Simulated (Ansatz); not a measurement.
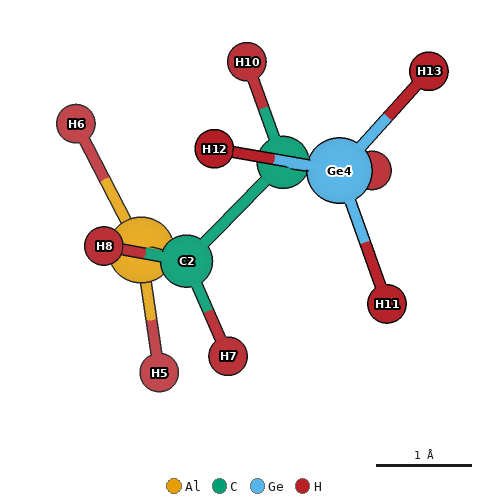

This is the input geometry for a relaxation of C2H9AlGe (coarse preliminary run). Style: ball-and-stick. Shown from a free direction.

The start comes from a force field.

Level of theory: Ansatz, RKS PBE-D4/def2-SVP.

Input file:
```yaml
crystal:
  periodic: [false, false, false]
  atoms:
    - {symbol: Al, position_ang: [-1.130900, 2.127600, -0.594100]}
    - {symbol: C, position_ang: [-0.713200, 0.230900, -0.456100]}
    - {symbol: C, position_ang: [0.519600, 0.036700, 0.363100]}
    - {symbol: Ge, position_ang: [1.056300, -1.850600, 0.501900]}
    - {symbol: H, position_ang: [-1.244500, 2.860100, -2.059500]}
    - {symbol: H, position_ang: [-1.474200, 3.039400, 0.711200]}
    - {symbol: H, position_ang: [-0.529200, -0.164300, -1.476000]}
    - {symbol: H, position_ang: [-1.525600, -0.277000, 0.012000]}
    - {symbol: H, position_ang: [1.413400, 0.577400, -0.053600]}
    - {symbol: H, position_ang: [0.403300, 0.434700, 1.426400]}
    - {symbol: H, position_ang: [1.204400, -2.432600, -0.895200]}
    - {symbol: H, position_ang: [-0.176300, -2.602500, 1.196100]}
    - {symbol: H, position_ang: [2.217400, -2.014600, 1.338500]}
basis:
  gaussian: {orbitals: def2-SVP}
hamiltonian: {xc: pbe, dispersion: d4}
relax: {f_tol: 0.03, max_steps: 200}
```

**Where does the relaxation end?**

H5 moves most after the best rigid fit: 1.10 Å. Largest moves by element: H 1.10 Å, C 0.17 Å, Al 0.12 Å, Ge 0.10 Å. Some distances before and after: Ge4–H13 1.440 → 1.556 Å, C2–H8 1.066 → 1.117 Å, C2–C3 1.493 → 1.539 Å, Ge4–H12 1.602 → 1.556 Å. Bond angles that change, for instance: H7–C2–H8 111.1° → 103.3°, Al1–C2–C3 110.0° → 116.9°, H11–Ge4–H13 114.3° → 108.8°. Groups turn about Al1–C2 by about 50°. After 17 accepted moves (18 points after the start) the energy has fallen by 0.328 eV. Largest force component: 2.5 eV/Å at the start, 0.024 eV/Å at the end. The line search rejected the trial step at point 17 of the run. The forces were under the threshold at step 4, but the run went on from there.

History of the run:

```
step  E − E(0), eV  largest force component, eV/Å      note
   0        0.0000                         2.5290          
   1       -0.2782                         0.6408          
   2       -0.3082                         0.1265          
   3       -0.3100                         0.2117          
   4       -0.3120                         0.0259          
   5       -0.3127                         0.0598          
   6       -0.3132                         0.1314          
   7       -0.3135                         0.1114          
   8       -0.3170                         0.0392          
   9       -0.3194                         0.1112          
  10       -0.3208                         0.1431          
  11       -0.3230                         0.0927          
  12       -0.3243                         0.0790          
  13       -0.3250                         0.1263          
  14       -0.3259                         0.1134          
  15       -0.3273                         0.0281          
  16       -0.3278                         0.0249          
  17       -0.3275                         0.0873  rejected
  18       -0.3284                         0.0241
```

Final geometry:

```xyz
13

Al   -1.2080    2.2092   -0.6459
C    -0.5980    0.3294   -0.5354
C     0.5349    0.0230    0.4610
Ge    0.9968   -1.8999    0.5609
H    -2.2820    2.6368   -1.7610
H    -0.6514    3.3092    0.3860
H    -0.3265   -0.0017   -1.5653
H    -1.5069   -0.2763   -0.3014
H     1.4633    0.5736    0.1987
H     0.2728    0.3532    1.4888
H     1.4225   -2.4102   -0.8457
H    -0.2526   -2.7105    1.0109
H     2.1555   -2.1706    1.5631
```

The end point in the same view:

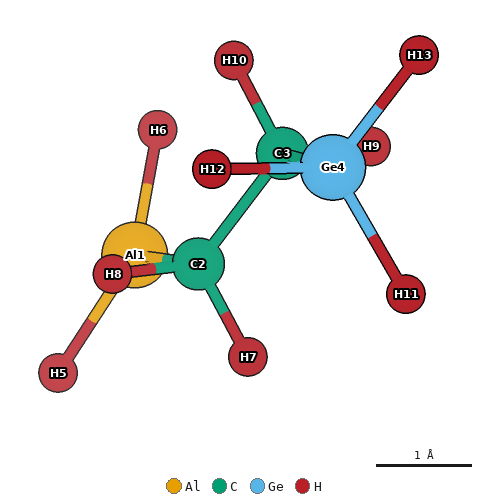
